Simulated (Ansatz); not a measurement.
Single-point calculation, with input and output: InH₄O₂F

System: InH₄O₂F.
Method: RKS PBE0-D4/def2-TZVPP (Ansatz 0.2.0).

The geometry is a transition state. The reaction was set up to form In1–F6 and H2–H5 and to break In1–H2 and H5–F6 (atoms counted from 1 in the order of the input); sticks are drawn by distance alone. The geometry comes from this level: PBE0-D4/def2-TZVP.

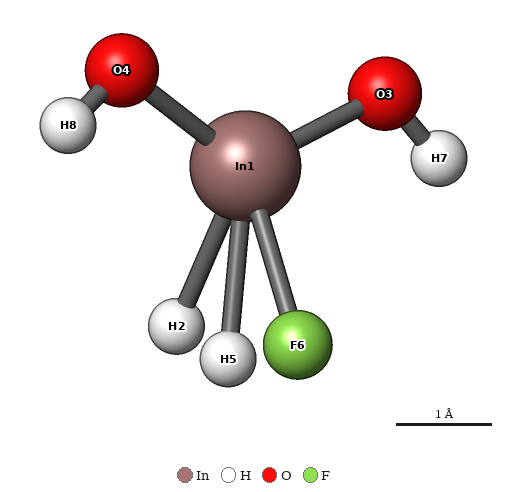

*The input geometry (ball-and-stick view, seen at a tilt; atoms are numbered from 1 in the order of the input). Sticks mark near contacts.*

Bond lengths as drawn: F–In 2.18 Å, H–In 1.99 to 2.04 Å, H–O 0.96 Å and In–O 1.96 Å.

Summary:

- outcome: converged
- total energy: −12046.3178 eV
- mean-field energy: −12046.2195 eV
- dispersion energy: −0.0983 eV
- SCF solution under orbital rotations: stable
- HOMO: −8.90 eV
- LUMO: −1.93 eV
- hardware: 4 threads of Arm Neoverse V1, 23 GiB of memory available, shared host
- wall time: 1.7 s (CPU time 6.1 s)
- peak memory: 0.37 GiB

Input:
```yaml
crystal:
  periodic: [false, false, false]
  atoms:
    - {symbol: In, position_ang: [-0.324598, -0.112428, -0.234164]}
    - {symbol: H, position_ang: [1.469091, -0.694921, 0.387818]}
    - {symbol: O, position_ang: [-0.342830, 0.531455, -2.083382]}
    - {symbol: O, position_ang: [-1.805685, -1.004774, 0.684736]}
    - {symbol: H, position_ang: [1.380759, 0.189325, 0.835366]}
    - {symbol: F, position_ang: [0.783925, 1.211637, 1.091465]}
    - {symbol: H, position_ang: [0.455913, 1.019967, -2.298672]}
    - {symbol: H, position_ang: [-1.616575, -1.140260, 1.616833]}
basis:
  gaussian: {orbitals: def2-TZVPP}
hamiltonian: {xc: pbe0, dispersion: d4}
output: {orbitals: {seedname: orbitals}}
```

Command:
```bash
ansatz run in.yaml --threads 4 --pin off --events-out ev --progress --plain --max-ram 9574MiB
```

Output:
```
Functional definition: PBE0
  name "PBE0"
  cite "Adamo & Barone, J. Chem. Phys. 110, 6158 (1999) doi:10.1063/1.478522"
  cite "Perdew, Burke & Ernzerhof, Phys. Rev. Lett. 77, 3865 (1996) doi:10.1103/PhysRevLett.77.3865"
  parent pbe
  parameter a = 0.25
  parameter kappa = 0.804
  parameter beta = 0.06672455060314922
  exchange = (1 - a)*pbe_x(kappa = kappa, mu = beta*pi^2/3) + a*exact_x
  correlation = pbe_c(beta = beta)
1175 factors; their error is unknown
mean field evaluation 1: about -12033.6064 eV, gradient 8.8e1 eV
mean field evaluation 2: about -11984.8533 eV, gradient 1.8e2 eV
mean field evaluation 4: about -12045.8483 eV, gradient 1.5e1 eV
mean field evaluation 8: about -12046.2194 eV, gradient 3.4e-1 eV
mean field evaluation 16: about -12046.2195 eV, gradient 2.5e-5 eV
mean field -12046.21949440 eV, -442.6904011982 hartree, gradient 2.5e-5 eV, S^2 0.000000; 0 other end points of the search recorded, 0 dependent functions left out
reference -12046.21954329 eV, -442.6904029949 hartree; 25, 25 occupied and 174, 174 virtual orbitals, 1175 factors
Total energy: -12046.31779904 eV, -442.6940138273 hartree
```

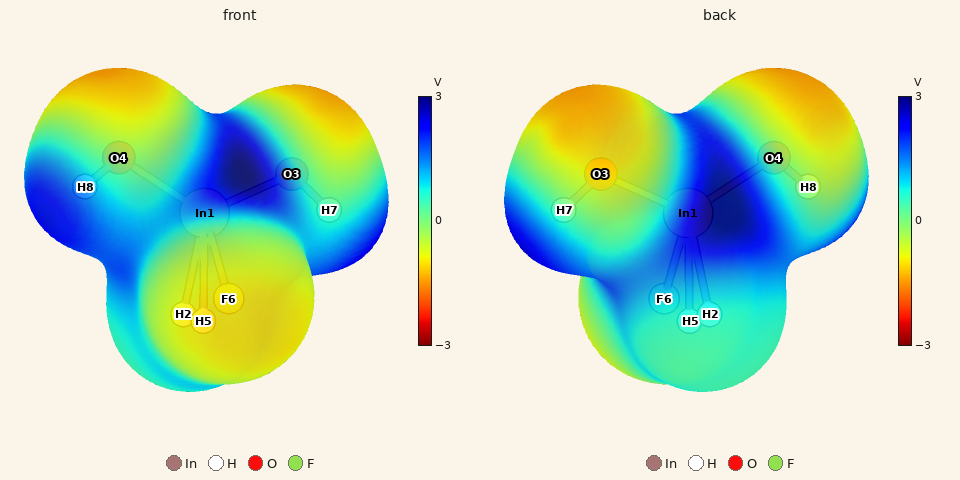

*The molecular electrostatic potential painted on the density surface at 0.002 e/bohr³, seen at a tilt and from behind; the colour scale runs from red (negative) to blue (positive).*

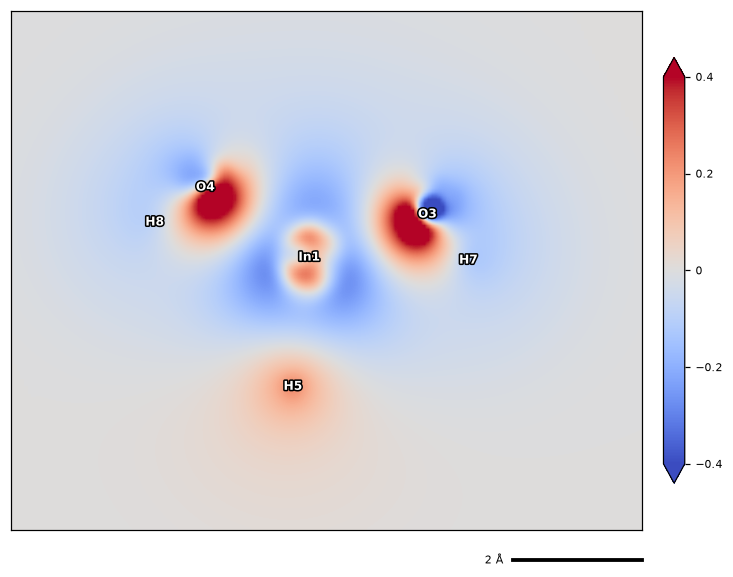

*One frontier orbital on the plane of atoms In1, O3 and H7 (values in Å⁻³ᐟ²; the overall sign is arbitrary).*

The LUMO, at −1.93 eV. It lies mainly on In1 (50 %), O3 (15 %) and O4 (15 %).

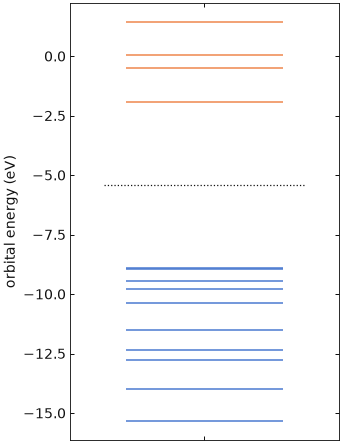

*Orbital energies near the frontier; the dotted line parts filled from empty levels, and levels within 0.02 eV of each other stand side by side.*

Highest filled −8.90 eV, lowest empty −1.93 eV, 6.97 eV apart.
